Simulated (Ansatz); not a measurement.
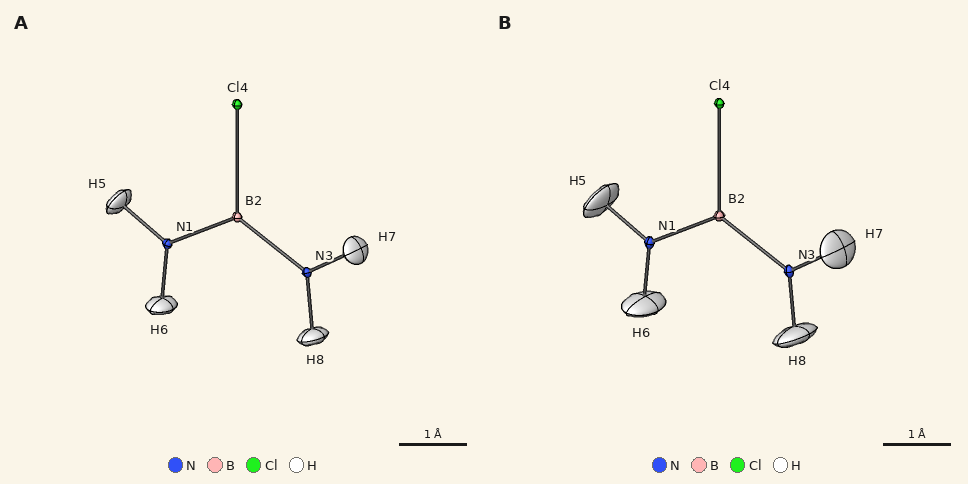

Displacement ellipsoids at the 50 % level, from the internal vibrations of the free molecule (harmonic, no overall translation or rotation; no half-axis is drawn under 0.075 Å). Vibrations computed with RKS PBE0-D4/def2-TZVP (Ansatz 0.2.0). One panel is for 0 K (zero-point motion alone), the other for 600 K.

Which panel is for 600 K?

Answer. B.

How much does the mean-square displacement of H8 grow, and why?

Answer. U_eq goes from 0.0211 to 0.0441 Å², a factor of 2.1. Modes below kT (417 cm⁻¹ at 600 K) grow about in proportion to T, and the lowest lies at 317 cm⁻¹; the mean-square amplitude of a mode is its zero-point value times coth(ħω/2kT), which comes close to 1 only above about 3kT.
